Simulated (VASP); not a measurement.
Band structure of Cd$_{4}$STe$_{3}$ (ordered alloy cell). All values below come from PBEsol GGA, VASP's PBE PAW potentials (set 64) (plane waves; VASP).

Unless said otherwise, spin-orbit coupling is left out, though it shifts the bands of the heavy elements here.

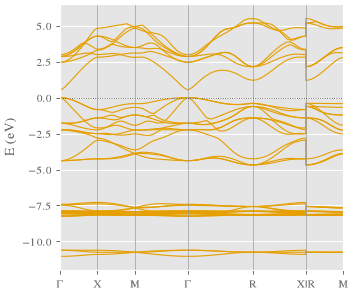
Fig. 1. Bands along high-symmetry lines, zero at the valence-band maximum or, without a gap, the Fermi level

### Question
Read the plot: is there a gap, and where are the band edges?

### Answer
The gap is direct, 0.53 eV, from the valence maximum at Γ to the conduction minimum at Γ. (Edges off the drawn lines would not show.)

The structure was generated: Cd4STe3 was put into an ordered model structure (P-43m), which need not be its known phase. It was relaxed first.
